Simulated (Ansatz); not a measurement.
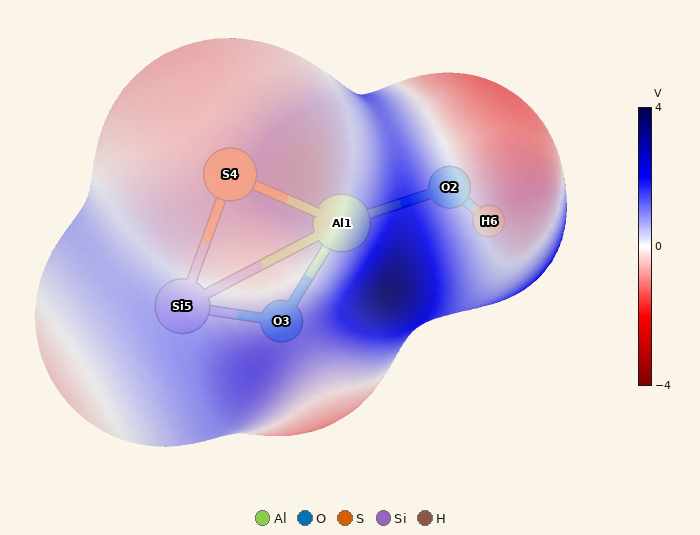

AlHO₂SSi. The molecular electrostatic potential painted on the density surface at 0.002 e/bohr³, seen at a tilt; red is negative and blue positive.

Geometry: B3LYP/6-31G*.

All numbers below come from isolated molecule in a Gaussian basis; Kohn-Sham density functional theory, functional PBE0 in Ansatz 0.2.0.

Input

```
basis:
  gaussian:
    orbitals: def2-TZVPD
crystal:
  periodic: [false, false, false]
  atoms:
    - {symbol: Al, position_ang: [-0.732195, 0.236867, 0.096324]}
    - {symbol: O, position_ang: [-2.364487, 0.652677, -0.099180]}
    - {symbol: O, position_ang: [0.360794, -0.520884, -1.051505]}
    - {symbol: S, position_ang: [0.752841, 0.383401, 1.674232]}
    - {symbol: Si, position_ang: [1.747974, -0.581192, -0.103467]}
    - {symbol: H, position_ang: [-2.844266, 0.488292, -0.921014]}
hamiltonian:
  xc: pbe0
output:
  forces: true
  orbitals: {seedname: orbitals}
```

Launched as:

```sh
ansatz run input.yaml --threads 1 --pin off --max-ram 2610MiB --events-out events.jsonl --progress --plain --runs-dir runs
```

Describe the electrostatic potential map.

The most negative region (about −1.1 V, or −25 kcal/mol for a unit charge) lies over O2 and O3, the most positive (about +3.6 V, or +83 kcal/mol for a unit charge) over Al1.
